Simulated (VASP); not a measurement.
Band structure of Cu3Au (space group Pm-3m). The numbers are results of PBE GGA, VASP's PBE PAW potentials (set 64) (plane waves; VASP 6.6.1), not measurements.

Unless said otherwise, spin-orbit coupling is left out, though it shifts the bands of the heavy elements here.

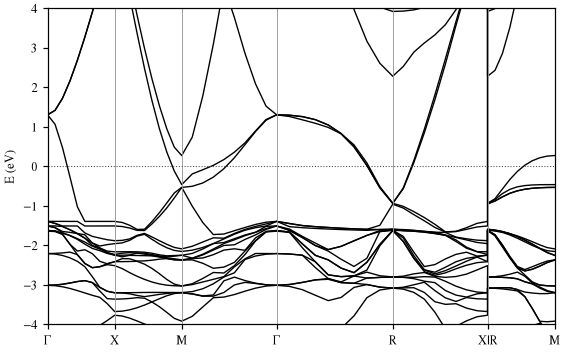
Figure. Bands along high-symmetry lines, zero at the valence-band maximum or, without a gap, the Fermi level

Read the plot: is there a gap, and where are the band edges?

It has no gap at this level: it comes out as a metal or semimetal.

The structure is a typed Cu3Au crystal (Pm-3m). The cell was not relaxed at this level.
